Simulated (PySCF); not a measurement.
```tsv
atom	x (Å)	y (Å)	z (Å)
C	-1.4769	2.1464	1.1798
C	-1.5511	1.0284	0.7829
C	-1.1926	-0.2806	0.3088
C	-1.9611	-1.2232	-0.2713
S	0.5864	-0.4875	-0.0289
C	1.2476	1.2448	-0.2533
H	-1.4702	3.2312	1.2032
H	-3.0132	-1.2593	-0.2097
H	-1.4527	-2.1032	-0.6009
H	2.3644	1.1704	0.0076
H	0.9649	1.9877	0.5148
H	1.0820	1.6674	-1.2842
```

Geometry: GFN2-xTB, MD frame at 250 fs, 600 K.

Level of theory: PBE0/def2-SVPD, SCF density, gas phase in PySCF.

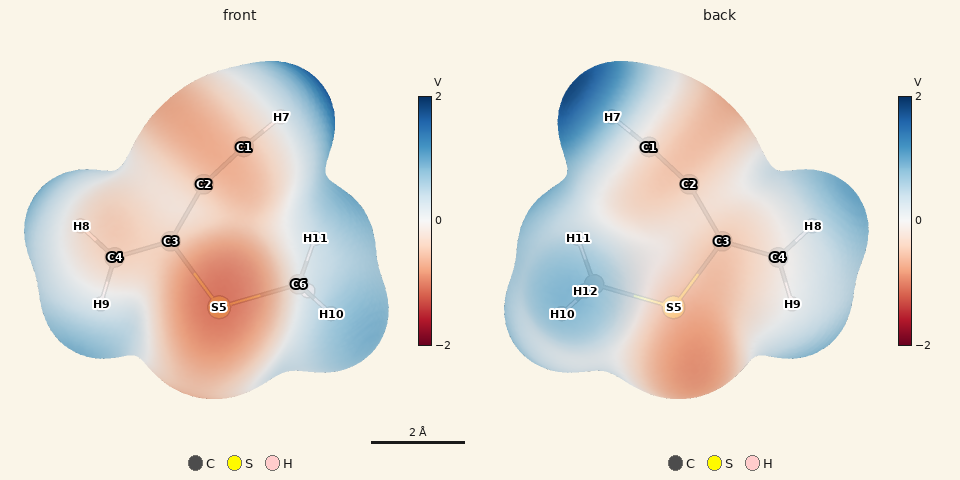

C5H6S (SMILES C#CC(=C)SC). The molecular electrostatic potential painted on the density surface at 0.002 e/bohr³, seen from the front and from behind; red is negative and blue positive.

> Describe the electrostatic potential map.

The most negative region (about −1.1 V) lies over S5, the most positive (about +1.8 V) over H7.

> What dipole moment does the calculation give?

Its dipole moment is 1.58 D.
